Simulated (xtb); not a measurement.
# C₃H₉PSi: single-point calculation

C₃H₉PSi, SMILES P[SiH]1CCC1, computed with GFN2-xTB (xtb 6.7.1 later snapshot).

The geometry comes from this level: GFN2-xTB.

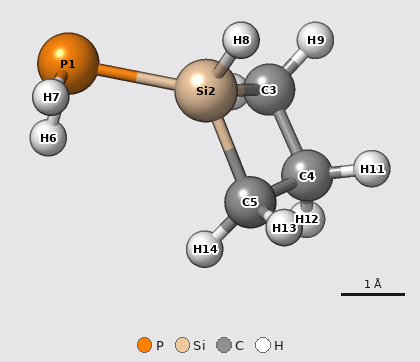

*The structure as given in the input (ball-and-stick view, seen at a tilt; atoms are numbered from 1 in the order of the input).*

Bond lengths as drawn: C–C 1.54 Å, C–H 1.09 Å, C–Si 1.92 Å, H–P 1.38 Å, H–Si 1.47 Å and P–Si 2.25 Å.

### Summary

| quantity | value |
| --- | --- |
| outcome | converged |
| electrons treated | 30 |
| total energy | −15.221497 hartree |
| dispersion energy | −0.009329 hartree |
| basis functions | 41 |
| HOMO | −10.28 eV |
| LUMO | −5.87 eV |
| dipole moment | 1.56 D |
| hardware | 1 thread of Arm Neoverse V1, 24 GiB of memory available, shared host |
| peak memory | 0.074 GiB |

Settings chosen away from the usual ones: method = gfn2-xtb; task = energy; x = {"broyden_damping": 0.2}.

### The input (coord)
```
$coord
     -1.882677446181      1.352231322998      4.751470675975  p
     -0.845860310644     -0.992805414095      1.370127029399  si
      2.564150481243     -0.766454018887      0.177558666670  c
      1.624786521953     -0.286765939412     -2.532516465917  c
     -1.191415629793      0.243944745428     -2.028564303002  c
     -1.734655198839      3.648418639770      3.509580461394  h
     -4.451325475601      1.164959464048      4.312449502702  h
     -1.805501031251     -3.570297361778      1.766175830598  h
      3.757304659071     -2.427013056379      0.359463703426  h
      3.617086980624      0.833104659303      0.927855527191  h
      1.848756862244     -1.974971670108     -3.685721833470  h
      2.593856975923      1.265549585662     -3.474582733566  h
     -2.466111489898     -0.741093894294     -3.301540512334  h
     -1.628377001590      2.251174040483     -2.151774446328  h
$end
```

### File xcontrol
```
$chrg 0
$spin 0
$scc
   broydamp=0.2
$end
```

Launch command:
```bash
xtb coord --gfn 2 -I xcontrol -P 1 | tee run.log
```

### What the program printed
```
* xtb version 6.7.1
   ID    Z sym.   atoms
    1   15 p      1
    2   14 si     2
    3    6 c      3-5
    4    1 h      6-14

           -------------------------------------------------
          |                Calculation Setup                |
           -------------------------------------------------

          program call               : xtb coord --gfn 2 -I xcontrol -P 1
          coordinate file            : coord
          omp threads                :                     1

molecular fragmentation (1/2 indicates fragments):
11111112111211
# atoms in fragment 1/2:    12     2
 fragment masses (1/2) :      102.15        2.02
CMA distance (Bohr)    :   2.621
constraining FC (au)   :  0.0500

           -------------------------------------------------
          |                 G F N 2 - x T B                 |
           -------------------------------------------------

      * Hamiltonian:
        H0-scaling (s, p, d)           1.850000    2.230000    2.230000
        zeta-weighting                 0.500000
      * Dispersion:
        s8                             2.700000
        a1                             0.520000
        a2                             5.000000
        s9                             5.000000
      * Repulsion:
        kExp                           1.500000    1.000000
        rExp                           1.000000
      * Coulomb:
        alpha                          2.000000
        third order                    shell-resolved
        anisotropic                    true
        a3                             3.000000
        a5                             4.000000
        cn-shift                       1.200000
        cn-exp                         4.000000
        max-rad                        5.000000

          ...................................................
          :                      SETUP                      :
          :.................................................:
          :  # basis functions                  41          :
          :  # atomic orbitals                  39          :
          :  # shells                           21          :
          :  # electrons                        30          :
          :  max. iterations                   250          :
          :  Hamiltonian                  GFN2-xTB          :
          :  restarted?                      false          :
          :  GBSA solvation                  false          :
          :  PC potential                    false          :
          :  electronic temp.          300.0000000     K    :
          :  accuracy                    1.0000000          :
          :  -> integral cutoff          0.2500000E+02      :
          :  -> integral neglect         0.1000000E-07      :
          :  -> SCF convergence          0.1000000E-05 Eh   :
          :  -> wf. convergence          0.1000000E-03 e    :
          :  Broyden damping             0.2000000          :
          :  net charge                          0          :
          :  unpaired electrons                  0          :
          ...................................................

 iter      E             dE          RMSdq      gap      omega  full diag
   1    -15.2772681 -0.152773E+02  0.568E+00    4.01       0.0  T
   2    -15.3843064 -0.107038E+00  0.356E+00    4.49       1.0  T
   3    -15.4018898 -0.175834E-01  0.185E+00    4.27       1.0  T
   4    -15.4049733 -0.308344E-02  0.138E+00    4.45       1.0  T
   5    -15.3943979  0.105753E-01  0.109E+00    4.18       1.0  T
   6    -15.4044194 -0.100215E-01  0.475E-01    4.34       1.0  T
   7    -15.4061644 -0.174497E-02  0.174E-01    4.41       1.0  T
   8    -15.4061631  0.126700E-05  0.932E-02    4.41       1.0  T
   9    -15.4061696 -0.646374E-05  0.363E-02    4.41       1.0  T
  10    -15.4061702 -0.620714E-06  0.185E-02    4.41       1.4  T
  11    -15.4061711 -0.870018E-06  0.100E-02    4.41       2.7  T
  12    -15.4061713 -0.183158E-06  0.536E-03    4.41       5.0  T
  13    -15.4061713  0.126964E-07  0.292E-03    4.41       9.1  T
  14    -15.4061713  0.707665E-09  0.237E-03    4.41      11.3  T
  15    -15.4061713 -0.276261E-07  0.784E-04    4.41      34.1  T
  16    -15.4061713 -0.155392E-08  0.405E-04    4.41      66.1  T

   *** convergence criteria satisfied after 16 iterations ***

         #    Occupation            Energy/Eh            Energy/eV
      -------------------------------------------------------------
         1        2.0000           -0.7508108             -20.4306
       ...           ...                  ...                  ...
         9        2.0000           -0.4654182             -12.6647
        10        2.0000           -0.4488930             -12.2150
        11        2.0000           -0.4369920             -11.8912
        12        2.0000           -0.4301364             -11.7046
        13        2.0000           -0.4108227             -11.1791
        14        2.0000           -0.3878316             -10.5534
        15        2.0000           -0.3777359             -10.2787 (HOMO)
        16                         -0.2156904              -5.8692 (LUMO)
        17                         -0.2046632              -5.5692
        18                         -0.1925629              -5.2399
        19                         -0.1586606              -4.3174
        20                         -0.1290907              -3.5127
       ...                                ...                  ...
        39                          0.9845097              26.7899
      -------------------------------------------------------------
                  HL-Gap            0.1620455 Eh            4.4095 eV
             Fermi-level           -0.2967131 Eh           -8.0740 eV

 SCC (total)                   0 d,  0 h,  0 min,  0.009 sec
 SCC setup                      ...        0 min,  0.000 sec (  0.782%)
 Dispersion                     ...        0 min,  0.000 sec (  0.558%)
 classical contributions        ...        0 min,  0.000 sec (  0.114%)
 integral evaluation            ...        0 min,  0.001 sec ( 11.082%)
 iterations                     ...        0 min,  0.006 sec ( 63.994%)
 molecular gradient             ...        0 min,  0.002 sec ( 22.416%)
 printout                       ...        0 min,  0.000 sec (  0.914%)

         :::::::::::::::::::::::::::::::::::::::::::::::::::::
         ::                     SUMMARY                     ::
         :::::::::::::::::::::::::::::::::::::::::::::::::::::
         :: total energy             -15.221497488534 Eh    ::
         :: gradient norm              0.000589566715 Eh/a0 ::
         :: HOMO-LUMO gap              4.409482617787 eV    ::
         ::.................................................::
         :: SCC energy               -15.406147752059 Eh    ::
         :: -> isotropic ES            0.019005439613 Eh    ::
         :: -> anisotropic ES          0.002148707501 Eh    ::
         :: -> anisotropic XC          0.006386963716 Eh    ::
         :: -> dispersion             -0.009328619786 Eh    ::
         :: repulsion energy           0.184650263526 Eh    ::
         :: add. restraining           0.000000000000 Eh    ::
         :: total charge              -0.000000000000 e     ::
         :::::::::::::::::::::::::::::::::::::::::::::::::::::

           -------------------------------------------------
          |                Property Printout                |
           -------------------------------------------------

    * Orbital Energies and Occupations

         #    Occupation            Energy/Eh            Energy/eV
      -------------------------------------------------------------
         1        2.0000           -0.7508108             -20.4306
       ...           ...                  ...                  ...
         3        2.0000           -0.5927633             -16.1299
         4        2.0000           -0.5762280             -15.6800
         5        2.0000           -0.5375973             -14.6288
         6        2.0000           -0.5086474             -13.8410
         7        2.0000           -0.4912766             -13.3683
         8        2.0000           -0.4660411             -12.6816
         9        2.0000           -0.4654182             -12.6647
        10        2.0000           -0.4488930             -12.2150
        11        2.0000           -0.4369920             -11.8912
        12        2.0000           -0.4301364             -11.7046
        13        2.0000           -0.4108227             -11.1791
        14        2.0000           -0.3878316             -10.5534
        15        2.0000           -0.3777359             -10.2787 (HOMO)
        16                         -0.2156904              -5.8692 (LUMO)
        17                         -0.2046632              -5.5692
        18                         -0.1925629              -5.2399
        19                         -0.1586606              -4.3174
        20                         -0.1290907              -3.5127
        21                         -0.0731964              -1.9918
        22                         -0.0494170              -1.3447
        23                         -0.0246332              -0.6703
        24                          0.0507207               1.3802
        25                          0.0652463               1.7754
        26                          0.1013665               2.7583
       ...                                ...                  ...
        39                          0.9845097              26.7899
      -------------------------------------------------------------
                  HL-Gap            0.1620455 Eh            4.4095 eV
             Fermi-level           -0.2967131 Eh           -8.0740 eV

     #   Z          covCN         q      C6AA      α(0)
     1  15          2.882    -0.261   172.526    23.602
     2  14          3.899     0.486    97.084    18.844
     3   6          3.721    -0.159    23.708     6.954
     4   6          4.109    -0.061    21.591     6.600
     5   6          3.720    -0.156    23.644     6.945
     6   1          0.977     0.046     2.365     2.403
     7   1          0.977     0.027     2.616     2.527
     8   1          0.916    -0.061     4.370     3.270
     9   1          0.925     0.017     2.774     2.605
    10   1          0.925     0.027     2.634     2.538
    11   1          0.925     0.020     2.737     2.587
    12   1          0.925     0.023     2.686     2.563
    13   1          0.925     0.025     2.662     2.551
    14   1          0.925     0.028     2.614     2.528

 Mol. C6AA /au·bohr⁶  :       2714.986188
 Mol. C8AA /au·bohr⁸  :      95286.220048
 Mol. α(0) /au        :         86.517826

Wiberg/Mayer (AO) data.
largest (>0.10) Wiberg bond orders for each atom

 ---------------------------------------------------------------------------
     #   Z sym  total        # sym  WBO       # sym  WBO       # sym  WBO
 ---------------------------------------------------------------------------
     1  15      3.058 --     7      0.981     6      0.974     2      0.923
     2  14      3.548 --     1      0.923     5      0.869     3      0.869
                             8      0.861
     3   6      3.983 --     4      1.028     9      0.989    10      0.982
                             2      0.869
     4   6      3.995 --     3      1.028     5      1.025    11      0.989
                            12      0.982
     5   6      3.986 --     4      1.025    13      0.985    14      0.981
                             2      0.869
     6   1      0.998 --     1      0.974
     7   1      0.999 --     1      0.981
     8   1      0.996 --     2      0.861
     9   1      1.000 --     3      0.989
    10   1      0.999 --     3      0.982
    11   1      1.000 --     4      0.989
    12   1      0.999 --     4      0.982
    13   1      0.999 --     5      0.985
    14   1      0.999 --     5      0.981
 ---------------------------------------------------------------------------

Topologies differ in total number of bonds
Writing topology from bond orders to xtbtopo.mol

molecular dipole:
                 x           y           z       tot (Debye)
 q only:       -0.181      -0.302      -0.226
   full:       -0.148      -0.049      -0.595       1.565
molecular quadrupole (traceless):
                xx          xy          yy          xz          yz          zz
 q only:        1.526       0.756       2.484       1.557      -1.808      -4.010
  q+dip:        2.663       0.518       4.370       1.594      -1.642      -7.034
   full:        3.479       0.100       3.528       0.637      -1.618      -7.007

           -------------------------------------------------
          | TOTAL ENERGY              -15.221497488534 Eh   |
          | GRADIENT NORM               0.000589566715 Eh/α |
          | HOMO-LUMO GAP               4.409482617787 eV   |
           -------------------------------------------------

------------------------------------------------------------------------
------------------------------------------------------------------------
 total:
 *  cpu-time:     0 d,  0 h,  0 min,  0.017 sec
 * ratio c/w:     1.000 speedup
 SCF:
 *  cpu-time:     0 d,  0 h,  0 min,  0.009 sec
 * ratio c/w:     1.000 speedup
```

### Standard error
```
normal termination of xtb
```

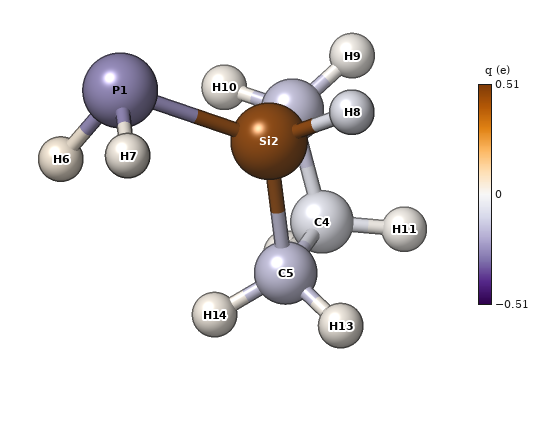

*Mulliken charges, as the colour of each atom (ball-and-stick view, seen at a tilt; atoms are numbered from 1 in the order of the input).*

By element: P −0.26, Si +0.49, C −0.16 to −0.06 and H −0.06 to +0.05 e.
